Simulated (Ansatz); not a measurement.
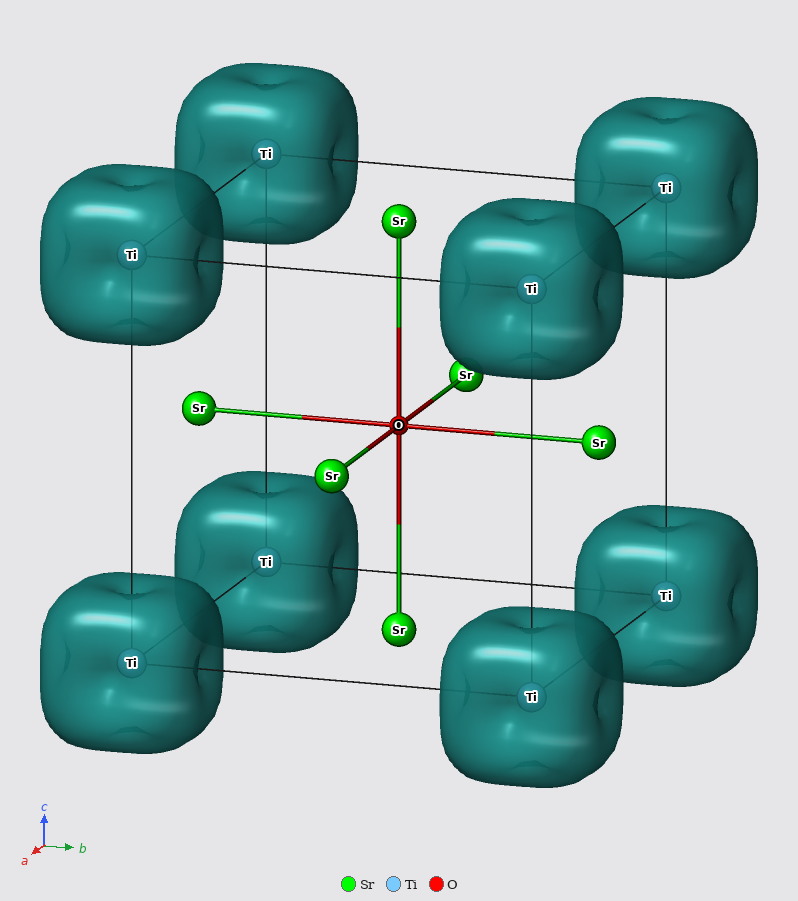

Figure. Sr3TiO. Isosurface of the spin density (up minus down) at +0.08 e/Å³ (teal), seen slightly off an axis. Sticks mark near contacts.

Space group Pm-3m; spin-polarised.

All numbers below come from DFT PBEsol, scalar-relativistic, plane waves, PAW (Ansatz 0.2.0).

```
CELL_PARAMETERS angstrom
5.17813 0.00000 0.00000
0.00000 5.17813 0.00000
0.00000 0.00000 5.17813
ATOMIC_POSITIONS crystal
Sr 0.00000 0.50000 0.50000
Sr 0.50000 0.00000 0.50000
Sr 0.50000 0.50000 0.00000
Ti 0.00000 0.00000 0.00000
O 0.50000 0.50000 0.50000
```

Which atoms carry the moments, and with what signs?

Answer. The spin density sits on Ti: +2.3 μB in one cell of 5 atoms, with smaller moments on other sites: Sr (up to +0.06 μB): parallel main moments, as they must be, since the calculation's own cell holds one magnetic site. The cell of the calculation (5 atoms) carries 3.7 μB of net spin moment.
